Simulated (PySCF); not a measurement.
```json
{"atom": "O", "x (Å)": "2.5832", "y (Å)": "-0.0345", "z (Å)": "1.1967"}
{"atom": "C", "x (Å)": "2.4608", "y (Å)": "-0.1975", "z (Å)": "0.0128"}
{"atom": "O", "x (Å)": "1.4353", "y (Å)": "0.0579", "z (Å)": "-0.7514"}
{"atom": "C", "x (Å)": "0.2075", "y (Å)": "0.5216", "z (Å)": "-0.1482"}
{"atom": "C", "x (Å)": "-0.9112", "y (Å)": "-0.4845", "z (Å)": "-0.2812"}
{"atom": "F", "x (Å)": "-1.1671", "y (Å)": "-0.7083", "z (Å)": "-1.6344"}
{"atom": "C", "x (Å)": "-2.2474", "y (Å)": "0.1240", "z (Å)": "0.4545"}
{"atom": "O", "x (Å)": "-2.4362", "y (Å)": "1.3163", "z (Å)": "0.2381"}
{"atom": "O", "x (Å)": "-2.8482", "y (Å)": "-0.6965", "z (Å)": "1.1371"}
{"atom": "H", "x (Å)": "3.2760", "y (Å)": "-0.6060", "z (Å)": "-0.6214"}
{"atom": "H", "x (Å)": "-0.0847", "y (Å)": "1.4343", "z (Å)": "-0.6722"}
{"atom": "H", "x (Å)": "0.3803", "y (Å)": "0.7347", "z (Å)": "0.9088"}
{"atom": "H", "x (Å)": "-0.6526", "y (Å)": "-1.4609", "z (Å)": "0.1431"}
```

Geometry: GFN2-xTB.

These are results of PBE0/pcSseg-1, SCF density, gas phase, non-relativistic in PySCF, not measurements.

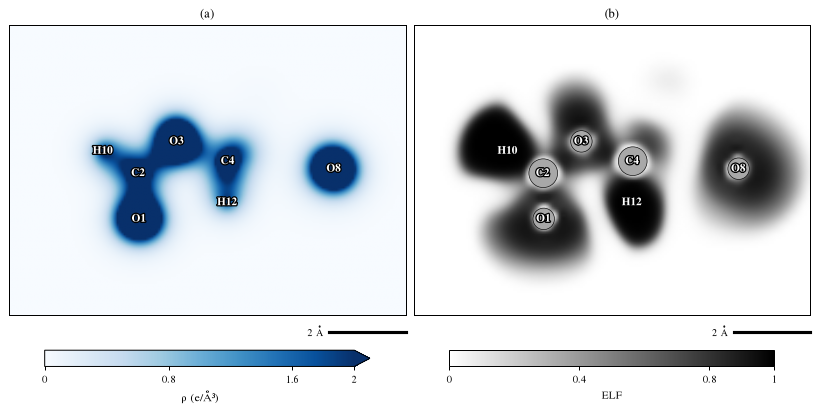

C₄H₄FO₄ (SMILES O=COC[C@H](F)C(=O)[O-]) (charge −1). (a) total electron density; (b) electron localisation function on the plane of atoms C2, O3 and C4. Grey discs cover the atomic cores in the ELF map.

### Read the bonding off the picture.

- The section cuts through O, C and H sites.
- C–O (1.20 Å): ρ is about 3.3 e/Å³ halfway; the ELF peaks at about 0.85 between the atoms (a multiple bond).
- C–H (1.09 Å): the density is about 2.1 e/Å³ at the midpoint; the ELF climbs to about 1 towards the hydrogen, as it does in any bond to H; an ordinary covalent bond to hydrogen.
- C–O (1.30 Å): ρ at the midpoint is about 2.6 e/Å³; the ELF peaks at about 0.85 between the atoms (a polar covalent bond).
- The ELF also peaks beside O1, O8 and O3, away from the bonds: lone-pair regions.
